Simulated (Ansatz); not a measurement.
**Profile along the P–In line in InP (zinc blende)**

InP (zinc blende)

```cif
data_In4P4
_chemical_formula_sum 'P4 In4'
_space_group_name_H-M_alt 'F-43m'
_space_group_IT_number 216
_space_group_name_Hall 'F -4 2 3'
_cell_length_a 5.87825
_cell_length_b 5.87825
_cell_length_c 5.87825
_cell_angle_alpha 90.000
_cell_angle_beta 90.000
_cell_angle_gamma 90.000
loop_
_atom_site_label
_atom_site_type_symbol
_atom_site_symmetry_multiplicity
_atom_site_Wyckoff_symbol
_atom_site_fract_x
_atom_site_fract_y
_atom_site_fract_z
_atom_site_occupancy
P1 P 4 c 0.25000 0.25000 0.25000 1
In1 In 4 a 0.00000 0.00000 0.00000 1
```
(The calculation used a cell of 2 atoms; values per cell refer to that cell.)

Fields along a shortest P–In line of a {110} plane (2.55 Å), from P to In, interpolated on the slice's grid (step about 0.2 Å). All values below come from PBEsol (plane waves to 420 eV, PAW, scalar-relativistic; Ansatz, a program for electronic structure). k mesh 10×10×10. Near the nuclei the fields are pseudised (PAW); where an atom keeps semicore shells as valence, they peak there. InP was relaxed with its symmetry unable to fall.

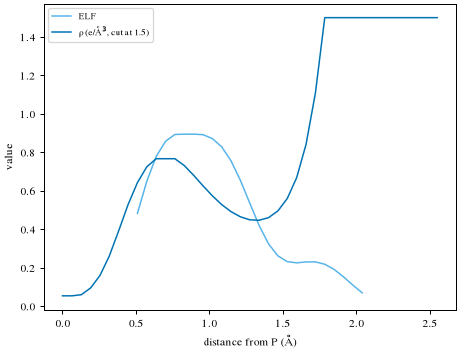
Figure. ELF (away from the nuclei) and valence density from P to In.

Density on the P–In line (2.55 Å) at its density minimum, 1.3 Å from P: 0.45 e/Å³. ELF at that point: 0.42. ELF maximum in the middle third of the P–In line: 0.89, 0.9 Å from P.
